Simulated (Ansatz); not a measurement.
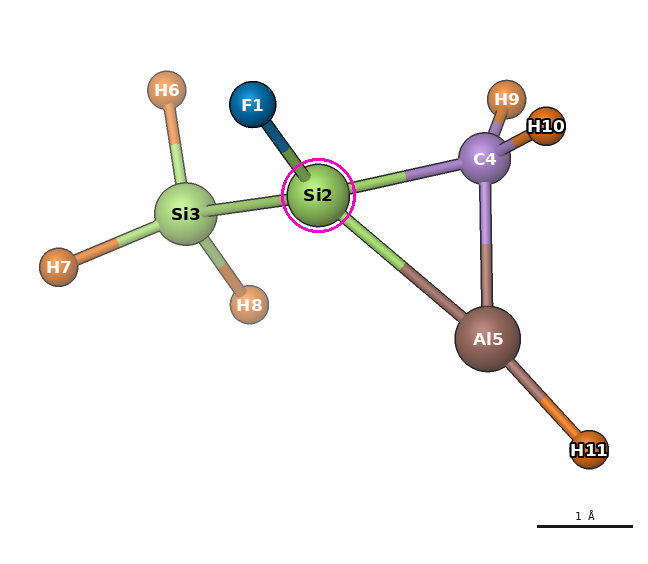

Orthographic view. Atoms fade into the background with distance from the viewer. Computed geometry: PBE-D4/def2-SVP optimisation. No frequency run is at hand to confirm it as a minimum.

> Which atoms are bonded to the circled atom?

The circled atom is Si2; it is bonded to F1, Si3, C4, Al5.

> Which two atoms are farthest apart in space?

H6 and H11, 6.47 Å.

> Of Si2 and Si3, which is nearer the viewer?

Si2; the bond to Si3 points away from the viewer, so it looks shorter than its 2.35 Å.

> Which atom is nearest the viewer?

F1, 2.0 Å in front of the mean position.
